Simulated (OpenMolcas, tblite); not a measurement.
# How methods differ on C2H6Si (SMILES C[Si]C)

The species is C2H6Si (9 atoms), meant as a singlet with charge 0. SMILES: `C[Si]C`. Geometry: relaxed at PBE0-D4/def2-TZVP.

Quantity: the dipole moment, in D. The values are calculated.

| level | kind | program | value (D) | CPU time |
| --- | --- | --- | --- | --- |
| IPEA1-xTB | semi-empirical | tblite | 0.92 | under 2 s |
| HF/6-311+G** | Hartree–Fock | OpenMolcas | 1.39 | 20 s |
| SVWN5/6-311+G** | LDA | OpenMolcas | 1.45 | 47 s |
| revPBE/6-311+G** | GGA | OpenMolcas | 1.41 | 66 s |
| M06-L/6-311+G** | meta-GGA | OpenMolcas | 1.28 | 80 s |
| M06-2X/6-311+G** | hybrid meta-GGA | OpenMolcas | 1.21 | 76 s |

The values span 0.92 to 1.45 D. Magnitudes only. Times are those of the runs behind each value, whatever else they computed, on shared processors of several kinds: orders of magnitude only.

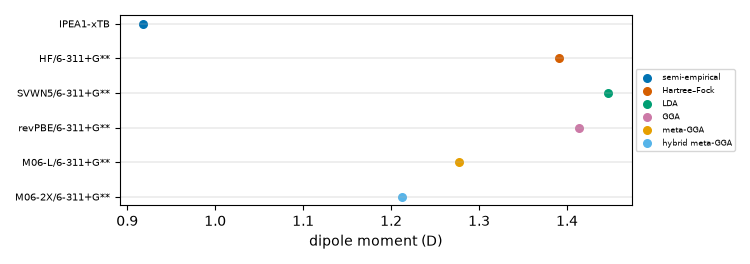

The values of the table, level by level.
